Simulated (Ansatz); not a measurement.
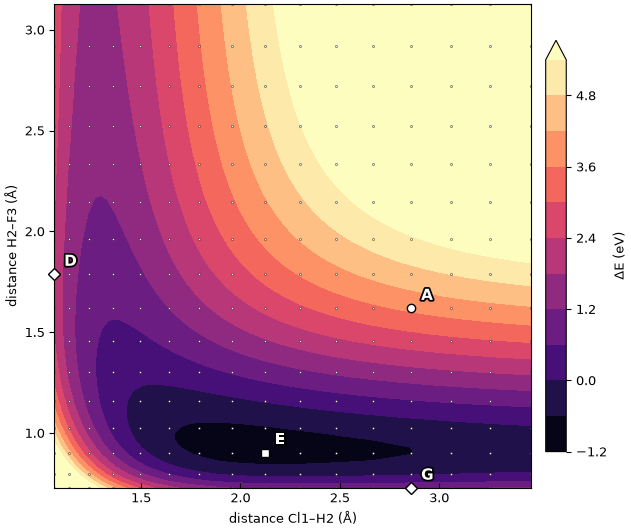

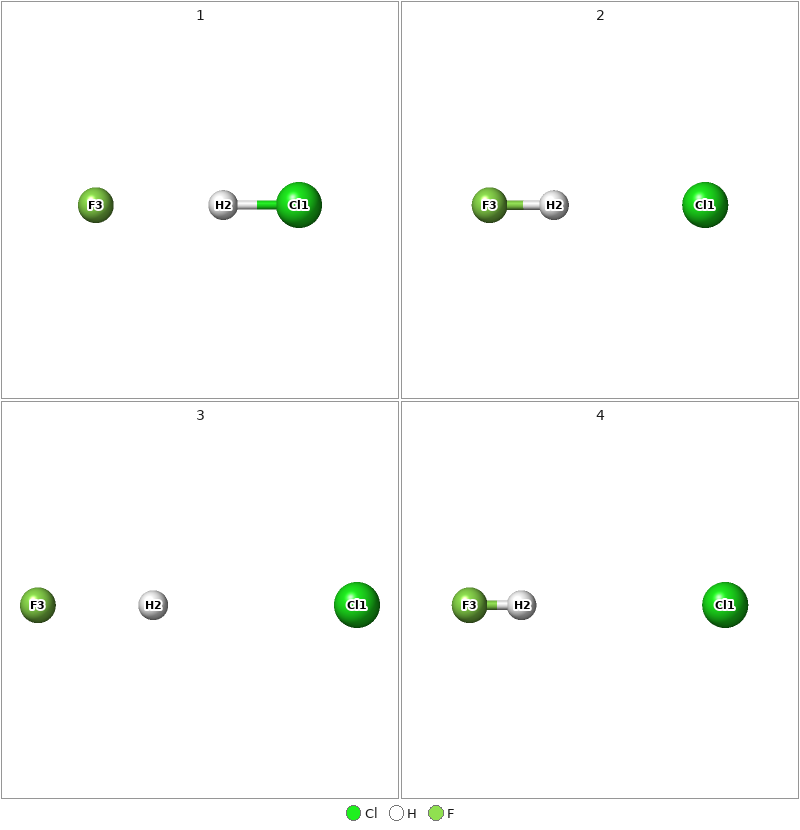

The system Cl⁻ + HF. The first coordinate is: distance Cl1–H2; the second: distance H2–F3. Nothing is relaxed (the angle Cl1–H2–F3 is fixed at 180 degrees). The grid has 16 × 16 points. All energies are given in eV relative to Cl with charge -1 far from the relaxed HF (each part in its own basis). The reference is spin-restricted, so regions where a bond is pulled apart into radicals lie too high. Method: RHF/aug-cc-pVTZ in Ansatz.

Drawn: filled contours, dots at the grid points, one colour for all values above the top of the scale, lettered points. Between grid points the surface is interpolated. The numbered pictures are the structures at these points, in random order.

> Which structure belongs to which point?

A is structure 3: distance Cl1–H2 = 2.860 Å, distance H2–F3 = 1.619 Å, 3.7 eV; D is structure 1: distance Cl1–H2 = 1.064 Å, distance H2–F3 = 1.788 Å, 2.3 eV; E is structure 2: distance Cl1–H2 = 2.124 Å, distance H2–F3 = 0.903 Å, −0.8 eV; G is structure 4: distance Cl1–H2 = 2.860 Å, distance H2–F3 = 0.728 Å, 1.1 eV.
